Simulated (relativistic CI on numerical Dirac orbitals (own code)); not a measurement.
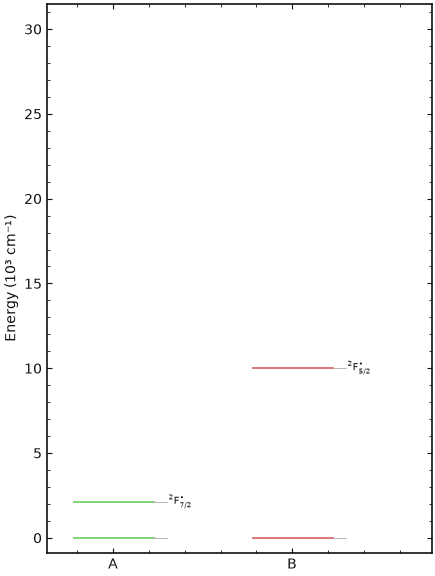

Free-ion levels of two f-shell ions up to 30,000 cm⁻¹ (a Dieke-type diagram), ground labels left off. The ions are Ce³⁺ and Yb³⁺. Level of the calculation: relativistic CI on Dirac orbitals, KLI exchange-only orbitals, Breit term, model QED, valence Slater integrals scaled by 0.75 (in-house radial CI code). One f configuration each; labels give the leading LS term, or J alone where it holds under half of the level.

**Which column is which ion, and what are the ground levels?**

A is Ce³⁺ (4f), ground level ²F°₅/₂, first excited level ²F°₇/₂ at 2,140 cm⁻¹; B is Yb³⁺ (4f¹³), ground level ²F°₇/₂, first excited level ²F°₅/₂ at 10,000 cm⁻¹.
